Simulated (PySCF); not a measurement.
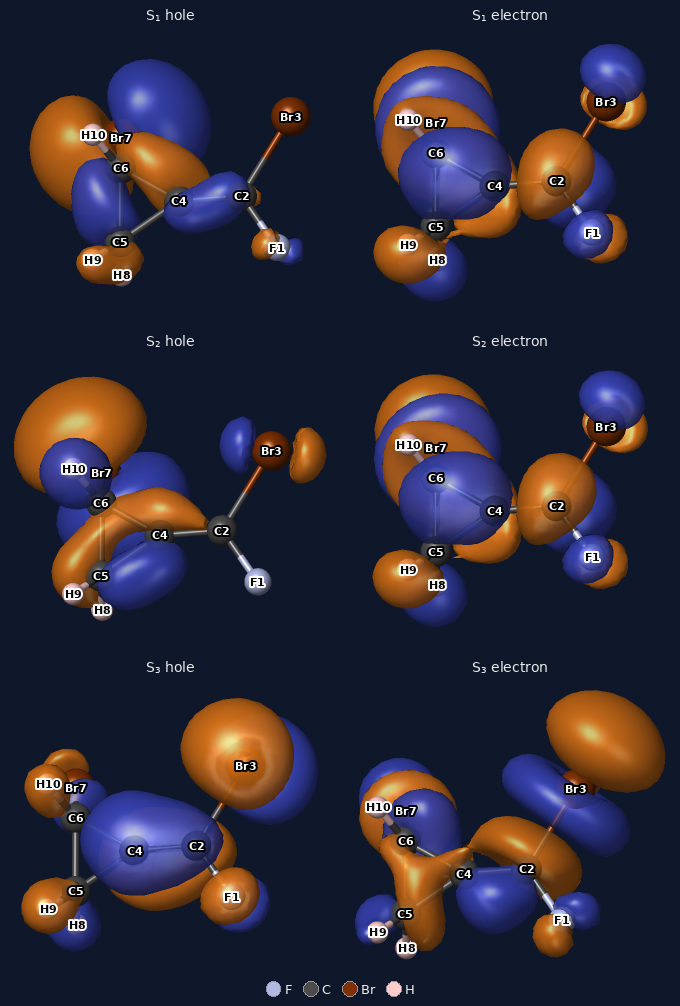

Figure. C$_{4}$H$_{3}$Br$_{2}$F, SMILES `F/C(Br)=C1\CC1Br`. Leading natural transition orbitals (TDA singlet states).

Computed with PySCF, B3LYP/def2-SVP, geometry: GFN2-xTB. No frequency check shows the geometry to be a minimum. GFN2-xTB bond lengths at metals and heavier atoms can be off by up to 0.1 Å and shapes distorted, which carries into these values. Without diffuse functions Rydberg states are missing, so the states' numbers hold for this basis only.

Input

```python
import numpy as np
from pyscf import gto, scf, dft, tdscf
from pyscf.scf import atom_ks, atom_hf
from scipy.linalg import block_diag

def solve(mol, dm0=None, hcore=None):
    mf = (dft.UKS if mol.spin else dft.RKS)(mol, xc='b3lyp')
    mf.grids.level = 3
    mf = mf.density_fit(auxbasis='def2-universal-jkfit')
    mf.conv_tol, mf.max_cycle = 1e-8, 80
    if hcore is not None:
        mf.get_hcore = lambda *args: hcore
    mf.kernel(dm0)
    if not mf.converged:
        mf = mf.newton().run(mf.mo_coeff, mf.mo_occ, max_cycle=30)
    assert mf.converged, 'SCF not converged'
    return mf

mol = gto.M(atom='''
F     -2.06146     1.74241    -0.70313
C     -1.24256     0.85633    -0.13183
Br    -2.07086    -0.83351     0.11292
C     -0.02150     1.14383     0.23560
C      1.10559     2.08623     0.29097
C      1.23669     0.67441     0.80419
Br     2.30234    -0.59398    -0.20135
H      1.59194     2.34446    -0.64034
H      1.07338     2.89667     1.00649
H      1.31645     0.47460     1.86362
''', basis='def2-svp', charge=0, spin=0, verbose=4)
mf = solve(mol)
td = mf.TDA()
td.nstates, td.singlet, td.conv_tol = 6, True, 1e-5
td.kernel()
td.analyze()
x, y = np.array([p[0] for p in td.xy]), np.array([p[1] + 0 * p[0] for p in td.xy])
f, mu = td.oscillator_strength(), td.transition_dipole()
nto = [td.get_nto(state=i + 1, verbose=4) for i in range(len(td.e))]
# spherically averaged free atoms, for the promolecule
atm = atom_ks.get_atm_nrks(mol, xc='b3lyp')
pro = block_diag(*[(atm[a[0]][2] * atm[a[0]][3]) @ atm[a[0]][2].T for a in mol._atom])
np.savez('result.npz', e=td.e, f=f, ok=td.converged, w=[n[0] for n in nto], nto=[n[1] for n in nto], x=x, y=y, c=mf.mo_coeff, occ=mf.mo_occ, eps=mf.mo_energy, pro=pro, mu=mu)
```

Command:

```sh
OMP_NUM_THREADS=1 python input.py
```

The run took 6.4 min on 1 thread of Intel(R) Xeon(R) Processor @ 2.50GHz (Skylake/Cascade Lake) (shared host), peak memory 0.79 GiB.

Describe these excited states.

By state:
- S₁: 5.28 eV (235 nm), f = 0.024; the leading pair carries 98 %; hole on Br7 (72 %), C6 (8 %) and C4 (7 %), electron on Br7 (30 %), C2 (18 %) and C6 (17 %); their centroids lie 1.2 Å apart.
- S₂: 5.53 eV (224 nm), f = 0.001 (very weak); the leading pair carries 99 %; hole on Br7 (79 %), electron on Br7 (29 %), C2 (19 %) and C6 (17 %); their centroids lie 1.5 Å apart; S₃ lies within 0.1 eV of it.
- S₃: 5.58 eV (222 nm), f = 0.033; the leading pair carries 91 %; hole on Br3 (31 %), C4 (26 %) and C2 (18 %), electron on Br3 (42 %), C2 (26 %) and Br7 (9 %); their centroids lie 0.5 Å apart; S₂ lies within 0.1 eV of it.
